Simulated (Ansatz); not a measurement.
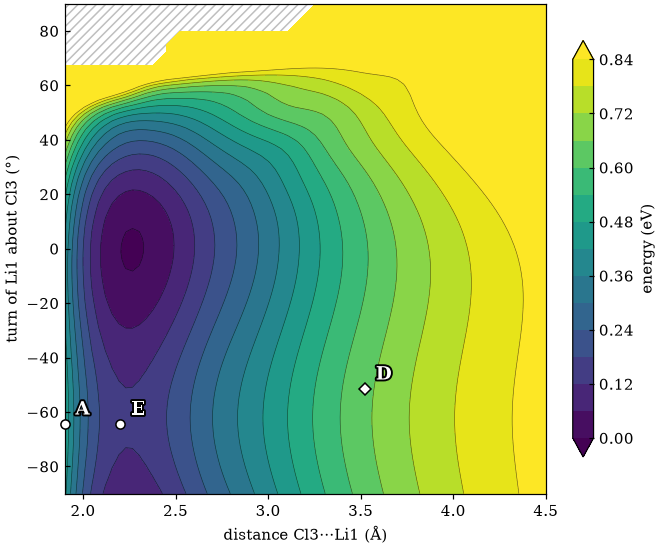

ClH₃LiSi, charge +1. The turn is about an axis along (−0.37, −0.93, −0.02) in the frame of the relaxed pair, normal to the line between the partners. Coordinates scanned: (1) distance Cl3···Li1; (2) turn of Li1 about Cl3. The scan uses a 15 × 15 grid. At 14 points there is no value (left out of the scan, as a rule where atoms come close). Energies are in eV, from the lowest grid point. Computed with Ansatz, RKS PBE-D4/def2-SVPD.

In the figure: filled contours, one colour for all values above the top of the scale, hatched blanks where no value was computed, lettered points. Between grid points the surface is interpolated.

> Is D the lowest point of the computed grid?

No. D lies 0.64 eV above the lowest grid point, which is at distance Cl3···Li1 = 2.202 Å, turn of Li1 about Cl3 = 0.0°.

> Rank the lettered points by energy, lowest first.

E (0.13 eV), A (0.47 eV), D (0.64 eV).

> What kind of point is each of D, E: minimum, saddle, maximum or slope?

D: on a slope; E: saddle point. (In these two coordinates alone; a stationary point may lie a little off the grid point.)
